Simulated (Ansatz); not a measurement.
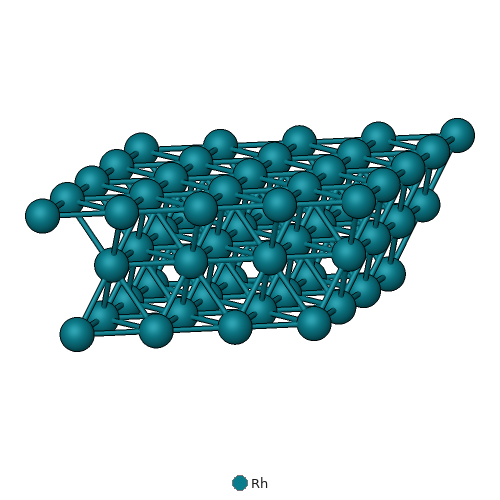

The system is H₂ on a Rh(111) slab cut from the Fm-3m phase, its upper half relaxed before the scan (12 atoms of substrate and one adsorbate in a 2 × 2 cell); the picture shows it without the atoms that are moved over the map. H2 lies flat over one site of a rigid substrate while its bond length and height are varied; it sits over a bridge site, heights counted from the top plane, its axis along a direction equivalent to the long diagonal of the hexagonal surface cell. The first coordinate is: distance H13-H14; the second: height of the H2 axis above the plane of Rh9. Grid: 8 × 9 points. At 17 points there is no value (left out: too close to the surface, or the stretched molecule far from it). Points are written as (first, second). Energies are in eV, from the lowest grid point. The calculation used Ansatz, DFT PBE, scalar-relativistic, plane waves, PAW. Settings: cutoff 420 eV, k-mesh 6×6×1, gaussian smearing 0.1 eV, no spin polarisation.

Range: distance H13-H14 from 0.650 to 2.650 Å; height of the H2 axis above the plane of Rh9 from 0.45 to 3.60 Å.

What will the energy surface look like?

Answer. The lowest grid point is at (1.849 Å, 1.09 Å). No other kind of well shows on this grid. The highest grid point, (0.650 Å, 0.45 Å), lies 4.72 eV above the lowest. On the interpolated surface the lowest path from the intact molecule far from the surface, (0.750 Å, 3.60 Å), to the well of the stretched molecule, about (1.88 Å, 1.02 Å), has its top at about (0.81 Å, 1.83 Å), about 0.23 eV above the start and 0.84 eV above the end.

```csv
"second ↓, first →",0.650,0.750,0.919,1.181,1.495,1.849,2.235,2.650
3.60,0.79,0.57,0.92,2.05,–,–,–,–
3.00,0.83,0.61,0.95,2.05,–,–,–,–
2.60,0.90,0.67,0.98,2.02,–,–,–,–
2.05,1.10,0.80,0.99,1.74,2.47,–,–,–
1.73,1.23,0.85,0.86,1.29,1.65,1.71,1.57,1.34
1.41,1.38,0.87,0.64,0.70,0.74,0.64,0.47,0.32
1.09,1.77,1.11,0.63,0.35,0.15,0.00,0.03,0.44
0.77,2.86,2.06,1.31,0.69,0.28,0.21,0.85,–
0.45,4.72,3.77,2.77,1.81,1.19,1.29,2.97,–
```

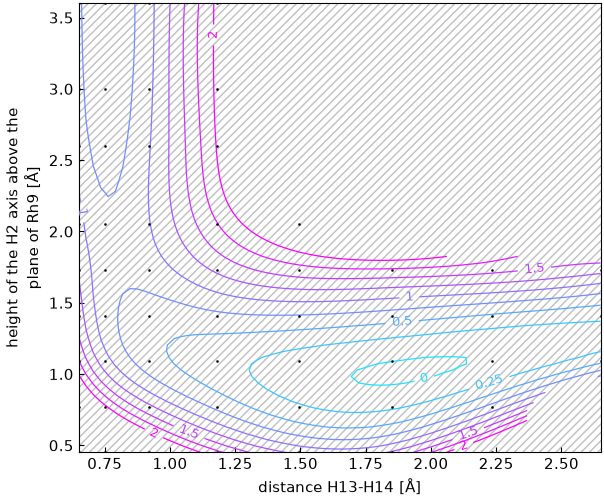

Drawn: contour lines labelled in eV (none above 2), dots at the grid points, hatched blanks where no value was computed. Between grid points the surface is interpolated.

Each point was launched as `ansatz run input.yaml --threads 4 --pin off --max-ram 12288MiB --backend cpu --events-out ev --progress --plain --runs-dir out`. Time for the 55 points that were run: 44 min on 4 threads of Arm Neoverse N1 (shared host).

PAW datasets: the set soft_1.
